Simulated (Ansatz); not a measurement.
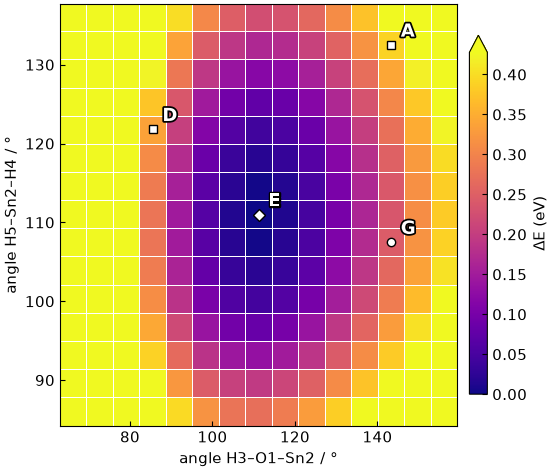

H3OSn, SMILES [OH][SnH2], spin multiplicity 2. 
- First axis: angle H3–O1–Sn2. Second axis: angle H5–Sn2–H4.
- Nothing is relaxed (all other coordinates rigid).
- The grid has 15 × 15 points.
- Energies are in eV, from the lowest grid point.
- Theory: Ansatz 0.2.0, UKS PBE-D4/def2-TZVP.

The picture shows one coloured cell a grid point, one colour for all values above the top of the scale, lettered points.

Is E the lowest point of the computed grid?

Answer. Yes. E, at angle H3–O1–Sn2 = 111.2°, angle H5–Sn2–H4 = 111.0°, has the lowest energy of the grid.

What kind of point is each of A, D, E, G: minimum, saddle, maximum or slope?

Answer. A: on a slope; D: on a slope; E: minimum; G: on a slope. (In these two coordinates alone; a stationary point may lie a little off the grid point.)

Rank the lettered points by energy, lowest first.

Answer. E (0.00 eV), G (0.24 eV), D (0.34 eV), A (0.39 eV).
